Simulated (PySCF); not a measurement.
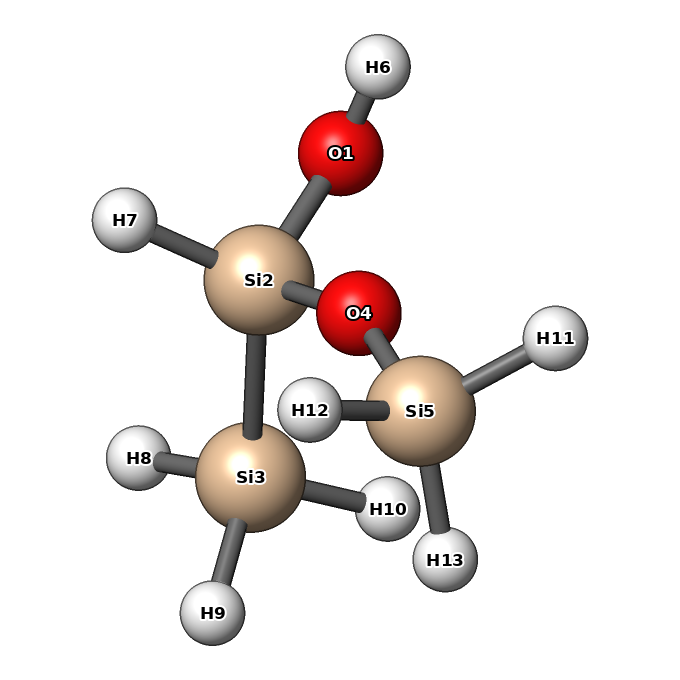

The thickness of each stick grows with its Mayer bond order. The geometry was computed by an optimisation with GFN2-xTB. No frequency run is at hand to confirm it as a minimum. Method: PBE0/pcSseg-1 (PySCF 2.14.0).

List the Mayer bond orders of O1–Si2, O1–H6, Si2–Si3, Si2–O4, Si2–H7, Si3–H8, Si3–H9, Si3–H10, O4–Si5, Si5–H11, Si5–H12, Si5–H13.

| bond | Mayer order | length (Å) |
| --- | --- | --- |
| O1–Si2 | 1.06 | 1.625 |
| O1–H6 | 0.93 | 0.955 |
| Si2–Si3 | 0.89 | 2.289 |
| Si2–O4 | 0.90 | 1.634 |
| Si2–H7 | 0.88 | 1.469 |
| Si3–H8 | 0.93 | 1.468 |
| Si3–H9 | 0.92 | 1.471 |
| Si3–H10 | 0.94 | 1.469 |
| O4–Si5 | 0.94 | 1.613 |
| Si5–H11 | 0.93 | 1.461 |
| Si5–H12 | 0.93 | 1.462 |
| Si5–H13 | 0.92 | 1.463 |

The geometry is semi-empirical. Around Si such bond lengths and angles can be off by a tenth of an ångström or more and by several degrees, and values that hang on the shape move with them.
